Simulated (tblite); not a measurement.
## C4H6F3N: saddle-point search

The run: saddle-point search of C4H6F3N. Method and program: GFN2-xTB saddle search (eigenvector following) and harmonic vibrations, gas phase (tblite 0.8.0).

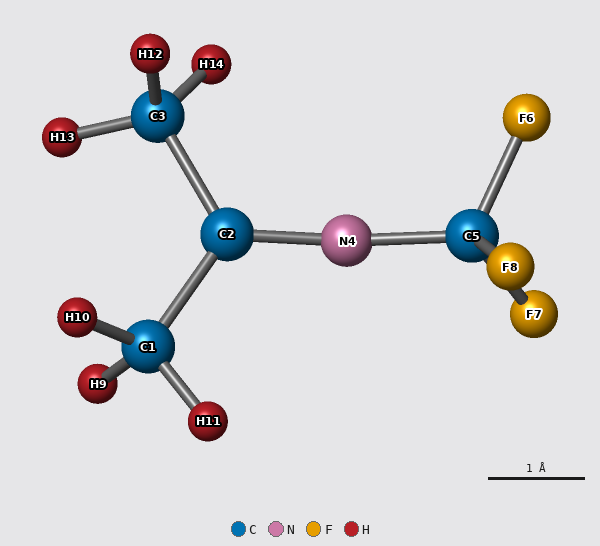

The structure as given in the input (ball-and-stick view, seen at a tilt; atoms are numbered from 1 in the order of the input).

**Summary**

- outcome: converged
- total energy: −781.8654 eV
- point group: C1
- hardware: 1 CPU thread, shared host
- wall time: 2.5 s
- peak memory: 0.2 GiB

**Input**
```
{"job": {"xc": "GFN2-xTB", "basis": "xTB", "kind": "saddle"}, "charge": 0, "multiplicity": 1}
C     -1.538983    -0.828692     0.197031
C     -0.375219     0.033203    -0.170793
C     -0.649108     1.221966    -1.038112
N      0.782626    -0.246673     0.213115
C      1.983320    -0.381869     0.751347
F      2.872560     0.635626     0.475369
F      2.611352    -1.496232     0.337779
F      1.956484    -0.419229     2.105843
H     -1.903380    -1.340554    -0.692440
H     -2.350391    -0.216295     0.583449
H     -1.252522    -1.566828     0.938451
H     -0.791489     2.086584    -0.388670
H     -1.547680     1.084452    -1.633326
H      0.202432     1.434540    -1.679043
```

The first line tells a small driver script what to run in tblite; the rest is the geometry in Å.

Run as:
```bash
OMP_NUM_THREADS=1 python <driver script> task.json out
```

**Output**
```
step      E/eV     max force
  0    -781.85860   0.2987
  1    -781.85814   0.1499
  2    -781.85641   0.3302
  3    -781.85928   0.0646
  4    -781.86074   0.1010
  5    -781.86222   0.1011
  6    -781.86368   0.0554
  7    -781.86433   0.0654
  8    -781.86364   0.1726
  9    -781.86469   0.0437
 10    -781.86500   0.0501
 11    -781.86521   0.0244
 12    -781.86525   0.0334
 13    -781.86531   0.0185
 14    -781.86506   0.0843
 15    -781.86533   0.0180
 16    -781.86535   0.0337
 17    -781.86537   0.0114
 18    -781.86538   0.0030
lowest wavenumbers (cm-1): -233.7 9.5 70.4 75.3 103.2 309.4
```

**Trajectory as extended XYZ (Å, eV, eV/Å), 12 frames, from step=0 to step=18**
```
14
Properties=species:S:1:pos:R:3:forces:R:3 step=0 energy=-781.85860
C    -1.5390   -0.8287    0.1970    0.0210   0.0060  -0.0240
C    -0.3752    0.0332   -0.1708    0.0330   0.0900  -0.1000
C    -0.6491    1.2220   -1.0381   -0.0020   0.0020   0.0330
N     0.7826   -0.2467    0.2131   -0.1180  -0.1640   0.2200
C     1.9833   -0.3819    0.7513    0.0320   0.0610  -0.1080
F     2.8726    0.6356    0.4754    0.0220   0.0280  -0.0100
F     2.6114   -1.4962    0.3378    0.0110  -0.0090   0.0050
F     1.9565   -0.4192    2.1058   -0.0070  -0.0050  -0.0120
H    -1.9034   -1.3406   -0.6924    0.0000   0.0060  -0.0090
H    -2.3504   -0.2163    0.5834    0.0010   0.0380  -0.0150
H    -1.2525   -1.5668    0.9385    0.0110  -0.0350   0.0220
H    -0.7915    2.0866   -0.3887   -0.0250  -0.0050  -0.0150
H    -1.5477    1.0845   -1.6333    0.0250  -0.0060   0.0120
H     0.2024    1.4345   -1.6790   -0.0050  -0.0050   0.0010
14
Properties=species:S:1:pos:R:3:forces:R:3 step=1 energy=-781.85814
C    -1.5337   -0.8126    0.2152    0.0110   0.0040  -0.0120
C    -0.3732    0.0484   -0.1659    0.0200   0.0410  -0.0400
C    -0.6559    1.2158   -1.0583   -0.0330   0.0550   0.0100
N     0.7846   -0.2020    0.2365   -0.0060  -0.0810   0.1260
C     1.9876   -0.3884    0.7554    0.0080   0.0140  -0.0470
F     2.8828    0.6358    0.5302   -0.0140  -0.0380   0.0060
F     2.5955   -1.4868    0.2676   -0.0310   0.0760   0.0400
F     1.9806   -0.5077    2.1097   -0.0050  -0.0010  -0.1000
H    -1.9009   -1.3315   -0.6691    0.0010   0.0010  -0.0010
H    -2.3437   -0.1954    0.5978    0.0000   0.0180  -0.0090
H    -1.2451   -1.5448    0.9626    0.0040  -0.0120   0.0120
H    -0.8840    2.0786   -0.4258    0.0080  -0.0870  -0.0780
H    -1.5144    1.0256   -1.7016    0.0970   0.0160   0.0620
H     0.2199    1.4649   -1.6543   -0.0600  -0.0050   0.0320
14
Properties=species:S:1:pos:R:3:forces:R:3 step=3 energy=-781.85928
C    -1.5291   -0.8083    0.2198    0.0010   0.0000  -0.0050
C    -0.3720    0.0566   -0.1627    0.0100   0.0170  -0.0150
C    -0.6607    1.2178   -1.0603   -0.0170   0.0320   0.0030
N     0.7865   -0.1795    0.2451    0.0070  -0.0330   0.0550
C     1.9886   -0.3920    0.7551   -0.0010   0.0050  -0.0220
F     2.8963    0.6208    0.5360   -0.0090  -0.0200   0.0010
F     2.5775   -1.4928    0.2517   -0.0180   0.0380   0.0180
F     1.9885   -0.5277    2.1068   -0.0030  -0.0020  -0.0460
H    -1.8822   -1.3423   -0.6616    0.0030   0.0030   0.0070
H    -2.3482   -0.1916    0.5841    0.0040   0.0040  -0.0060
H    -1.2427   -1.5288    0.9799   -0.0010   0.0000   0.0030
H    -0.9226    2.0743   -0.4353    0.0030  -0.0490  -0.0420
H    -1.5000    1.0077   -1.7200    0.0530   0.0080   0.0310
H     0.2201    1.4858   -1.6387   -0.0330  -0.0020   0.0190
14
Properties=species:S:1:pos:R:3:forces:R:3 step=4 energy=-781.86074
C    -1.5284   -0.8016    0.2265   -0.0270  -0.0150  -0.0010
C    -0.3716    0.0631   -0.1578   -0.0060   0.0100  -0.0080
C    -0.6627    1.2211   -1.0580   -0.0220   0.0580  -0.0130
N     0.7869   -0.1690    0.2512    0.0200  -0.0160   0.0280
C     1.9908   -0.3982    0.7492   -0.0040   0.0000  -0.0110
F     2.9059    0.6069    0.5304   -0.0050  -0.0100   0.0000
F     2.5642   -1.5003    0.2315   -0.0120   0.0210   0.0090
F     2.0015   -0.5458    2.0991   -0.0010  -0.0030  -0.0240
H    -1.8540   -1.3668   -0.6477    0.0120   0.0220   0.0420
H    -2.3636   -0.1835    0.5528    0.0320  -0.0260  -0.0140
H    -1.2506   -1.4977    1.0137   -0.0140   0.0230  -0.0240
H    -0.9777    2.0648   -0.4383    0.0190  -0.0750  -0.0650
H    -1.4711    0.9868   -1.7490    0.0730   0.0210   0.0480
H     0.2303    1.5202   -1.6034   -0.0650  -0.0100   0.0340
14
Properties=species:S:1:pos:R:3:forces:R:3 step=6 energy=-781.86368
C    -1.5335   -0.7800    0.2511   -0.0050  -0.0050   0.0010
C    -0.3718    0.0715   -0.1491   -0.0060   0.0000  -0.0010
C    -0.6594    1.2165   -1.0662   -0.0170   0.0290  -0.0100
N     0.7863   -0.1639    0.2586    0.0130  -0.0030   0.0070
C     1.9949   -0.4085    0.7367    0.0060  -0.0050   0.0040
F     2.8946    0.6198    0.5766   -0.0130  -0.0250   0.0060
F     2.5734   -1.4714    0.1494   -0.0100   0.0290   0.0170
F     2.0191   -0.6407    2.0773    0.0040   0.0040  -0.0380
H    -1.8335   -1.3892   -0.6014    0.0020   0.0060   0.0120
H    -2.3800   -0.1555    0.5280    0.0080  -0.0070  -0.0030
H    -1.2696   -1.4372    1.0748   -0.0040   0.0090  -0.0090
H    -1.0738    2.0355   -0.4754    0.0160  -0.0390  -0.0360
H    -1.3977    0.9357   -1.8150    0.0400   0.0140   0.0320
H     0.2510    1.5673   -1.5454   -0.0350  -0.0060   0.0160
14
Properties=species:S:1:pos:R:3:forces:R:3 step=8 energy=-781.86364
C    -1.5404   -0.7597    0.2753   -0.0010  -0.0050   0.0020
C    -0.3728    0.0752   -0.1434   -0.0130  -0.0040  -0.0010
C    -0.6542    1.2075   -1.0781    0.0070  -0.0350   0.0220
N     0.7852   -0.1681    0.2599    0.0580  -0.0080   0.0220
C     1.9977   -0.4150    0.7265    0.0430  -0.0200   0.0110
F     2.8677    0.6499    0.6498   -0.0780  -0.1410   0.0260
F     2.6024   -1.4203    0.0638   -0.0500   0.1300   0.1020
F     2.0263   -0.7492    2.0522    0.0290   0.0390  -0.1620
H    -1.8281   -1.4028   -0.5566    0.0020   0.0110   0.0150
H    -2.3912   -0.1266    0.5171    0.0100  -0.0090  -0.0030
H    -1.2861   -1.3853    1.1266   -0.0040   0.0120  -0.0160
H    -1.1249    2.0126   -0.5175   -0.0240   0.0340   0.0290
H    -1.3440    0.8975   -1.8575   -0.0260  -0.0200  -0.0290
H     0.2624    1.5845   -1.5182    0.0460   0.0150  -0.0160
14
Properties=species:S:1:pos:R:3:forces:R:3 step=9 energy=-781.86469
C    -1.5376   -0.7664    0.2666   -0.0020  -0.0010   0.0000
C    -0.3724    0.0755   -0.1440    0.0020   0.0010   0.0000
C    -0.6567    1.2137   -1.0703   -0.0110   0.0230  -0.0120
N     0.7858   -0.1656    0.2599   -0.0140   0.0020  -0.0050
C     1.9974   -0.4149    0.7278   -0.0120   0.0040   0.0000
F     2.8846    0.6252    0.6048    0.0210   0.0340  -0.0080
F     2.5827   -1.4502    0.1043    0.0120  -0.0330  -0.0260
F     2.0288   -0.6959    2.0583   -0.0070  -0.0090   0.0370
H    -1.8263   -1.3994   -0.5719    0.0000   0.0000   0.0010
H    -2.3887   -0.1380    0.5178    0.0010   0.0000   0.0010
H    -1.2806   -1.4013    1.1093    0.0000   0.0000   0.0010
H    -1.1340    2.0135   -0.5025    0.0150  -0.0280  -0.0250
H    -1.3448    0.9048   -1.8549    0.0260   0.0120   0.0240
H     0.2616    1.5988   -1.5054   -0.0290  -0.0080   0.0110
14
Properties=species:S:1:pos:R:3:forces:R:3 step=11 energy=-781.86521
C    -1.5419   -0.7524    0.2835    0.0000   0.0000   0.0000
C    -0.3730    0.0784   -0.1395   -0.0030   0.0010  -0.0010
C    -0.6530    1.2064   -1.0796   -0.0100   0.0110  -0.0070
N     0.7847   -0.1660    0.2636    0.0030  -0.0010   0.0010
C     1.9992   -0.4185    0.7223    0.0020  -0.0010   0.0010
F     2.8705    0.6393    0.6459   -0.0040  -0.0070   0.0020
F     2.5963   -1.4203    0.0550   -0.0030   0.0070   0.0050
F     2.0362   -0.7582    2.0420    0.0010   0.0020  -0.0090
H    -1.8409   -1.3889   -0.5486    0.0000   0.0010   0.0010
H    -2.3870   -0.1166    0.5365    0.0010  -0.0010   0.0000
H    -1.2838   -1.3833    1.1289    0.0000   0.0000   0.0000
H    -1.1874    1.9891   -0.5410    0.0120  -0.0160  -0.0140
H    -1.2900    0.8698   -1.8951    0.0150   0.0090   0.0170
H     0.2703    1.6212   -1.4739   -0.0160  -0.0050   0.0040
14
Properties=species:S:1:pos:R:3:forces:R:3 step=13 energy=-781.86531
C    -1.5453   -0.7435    0.2945    0.0020   0.0010   0.0000
C    -0.3733    0.0778   -0.1386   -0.0030   0.0000  -0.0010
C    -0.6496    1.1977   -1.0893   -0.0070   0.0070  -0.0050
N     0.7839   -0.1689    0.2645    0.0050  -0.0010   0.0020
C     2.0000   -0.4181    0.7208    0.0030  -0.0020   0.0020
F     2.8504    0.6572    0.6928   -0.0060  -0.0120   0.0020
F     2.6164   -1.3838    0.0194   -0.0040   0.0110   0.0090
F     2.0378   -0.8110    2.0278    0.0020   0.0040  -0.0150
H    -1.8582   -1.3768   -0.5349    0.0000  -0.0010  -0.0010
H    -2.3822   -0.1004    0.5557   -0.0010   0.0010   0.0000
H    -1.2850   -1.3766    1.1374    0.0010  -0.0010   0.0010
H    -1.1966    1.9804   -0.5640    0.0100  -0.0120  -0.0100
H    -1.2737    0.8504   -1.9103    0.0100   0.0060   0.0130
H     0.2753    1.6157   -1.4760   -0.0110  -0.0030   0.0020
14
Properties=species:S:1:pos:R:3:forces:R:3 step=14 energy=-781.86506
C    -1.5485   -0.7361    0.3034    0.0020   0.0020  -0.0020
C    -0.3737    0.0764   -0.1385   -0.0040   0.0000  -0.0010
C    -0.6465    1.1893   -1.0987    0.0130  -0.0150   0.0130
N     0.7830   -0.1722    0.2652    0.0290  -0.0040   0.0110
C     2.0004   -0.4168    0.7203    0.0220  -0.0070   0.0030
F     2.8286    0.6763    0.7430   -0.0400  -0.0740   0.0060
F     2.6382   -1.3446   -0.0149   -0.0260   0.0580   0.0550
F     2.0381   -0.8640    2.0134    0.0150   0.0260  -0.0730
H    -1.8698   -1.3707   -0.5217    0.0010   0.0010   0.0010
H    -2.3799   -0.0866    0.5664    0.0010   0.0000  -0.0010
H    -1.2877   -1.3671    1.1479    0.0000   0.0000   0.0000
H    -1.1889    1.9778   -0.5804   -0.0150   0.0200   0.0160
H    -1.2718    0.8380   -1.9151   -0.0180  -0.0120  -0.0210
H     0.2784    1.6004   -1.4902    0.0190   0.0040  -0.0050
14
Properties=species:S:1:pos:R:3:forces:R:3 step=16 energy=-781.86535
C    -1.5490   -0.7356    0.3037   -0.0030  -0.0020   0.0010
C    -0.3738    0.0760   -0.1385   -0.0020   0.0000  -0.0010
C    -0.6461    1.1881   -1.0996   -0.0010   0.0030  -0.0020
N     0.7826   -0.1727    0.2660    0.0120  -0.0020   0.0040
C     2.0004   -0.4161    0.7205    0.0090  -0.0030   0.0010
F     2.8222    0.6792    0.7557   -0.0150  -0.0290   0.0020
F     2.6433   -1.3332   -0.0215   -0.0110   0.0230   0.0220
F     2.0394   -0.8763    2.0082    0.0060   0.0110  -0.0300
H    -1.8633   -1.3781   -0.5183    0.0010   0.0040   0.0060
H    -2.3839   -0.0860    0.5562    0.0050  -0.0050  -0.0020
H    -1.2913   -1.3592    1.1548   -0.0020   0.0040  -0.0060
H    -1.1752    1.9841   -0.5767    0.0030  -0.0050  -0.0040
H    -1.2847    0.8404   -1.9086    0.0040   0.0030   0.0040
H     0.2794    1.5894   -1.5020   -0.0060  -0.0020   0.0020
14
Properties=species:S:1:pos:R:3:forces:R:3 step=18 energy=-781.86538
C    -1.5474   -0.7392    0.2994    0.0010   0.0010   0.0000
C    -0.3736    0.0767   -0.1386    0.0000   0.0000   0.0000
C    -0.6477    1.1924   -1.0951    0.0010  -0.0010   0.0010
N     0.7831   -0.1710    0.2654   -0.0010   0.0000   0.0000
C     2.0001   -0.4169    0.7208    0.0000   0.0000   0.0000
F     2.8345    0.6694    0.7283    0.0010   0.0020   0.0000
F     2.6315   -1.3551   -0.0033    0.0010  -0.0010  -0.0010
F     2.0387   -0.8475    2.0167    0.0000  -0.0010   0.0010
H    -1.8605   -1.3780   -0.5255    0.0000  -0.0010  -0.0010
H    -2.3833   -0.0928    0.5552   -0.0010   0.0010   0.0000
H    -1.2887   -1.3666    1.1472    0.0000  -0.0010   0.0010
H    -1.1828    1.9830   -0.5707   -0.0010   0.0020   0.0010
H    -1.2811    0.8456   -1.9081   -0.0020  -0.0010  -0.0020
H     0.2772    1.6000   -1.4917    0.0020   0.0000  -0.0010
```
